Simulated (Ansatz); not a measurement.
**A ladder of methods for As4 (arsenic tetramer)**

As4, singlet, SMILES `[As]12[As]3[As]1[As]23`. Each level relaxes the structure for itself.

Quantity: the zero-point energy at each level's own minimum, in kJ/mol. The values are calculated.

```csv
level,kind,program,value (kJ/mol)
HF/STO-3G,Hartree–Fock,Ansatz,12.9
HF/6-31G* (Cartesian functions),Hartree–Fock,Ansatz,10.2
PBE/def2-SVP,GGA,Ansatz,9.2
B3LYP/6-31G* (Cartesian functions),global hybrid,Ansatz,9.2
PBE0-D4/def2-TZVP,global hybrid,Ansatz,9.8
MP2/6-31G* (Cartesian functions),perturbation theory,Ansatz,9.2
MP2/aug-cc-pVDZ,perturbation theory,Ansatz,8.9
```

All-electron rows without a relativistic Hamiltonian named are non-relativistic. Harmonic and unscaled. The values span 8.9 to 12.9 kJ/mol. In the correlated wave-function rows the outer d shell of As is correlated, in sets not made for it. Without the sets that lack polarisation functions the rows with a basis span only 8.9 to 10.2 kJ/mol.

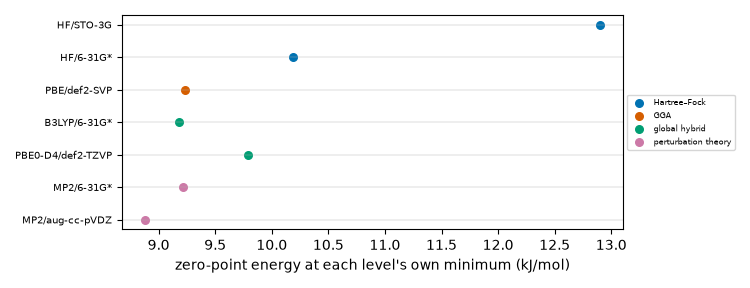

The values of the table, level by level.
